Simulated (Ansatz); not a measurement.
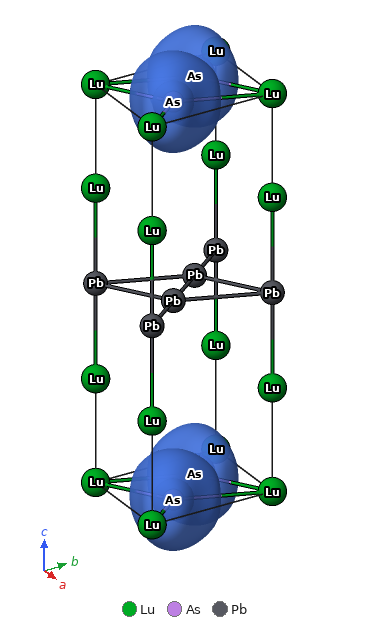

The picture shows: Lu3As2Pb3. Isosurface of the ELF at 0.55 (blue), seen slightly off an axis. Only the valence region is drawn (cores and ρ < 0.01 e/Å³ removed). Sticks mark near contacts.

Space group P6/mmm; a structure generated by program, which may or may not match a known phase; computed without spin polarisation.

All numbers below come from DFT PBE, scalar-relativistic, plane waves, PAW (Ansatz).

Core electrons are frozen (PAW), and the valence fields are smoothed inside the atomic spheres.

Question: Identify the bonds, lone pairs and shells in this picture.

Answer: At this value the surface marks out two regions wrapped around As (the valence shell of each), counted in one cell of 8 atoms. Any copies at cell faces, edges or corners count once.

Values along the shortest contacts:
Lu–Pb (2.93 Å): the ELF reaches about 0.50 near the midpoint. Lu–As (3.11 Å): the ELF peaks at about 0.70 in the valence shell of As, 1.2 Å from its nucleus, and is about 0.35 at the midpoint.
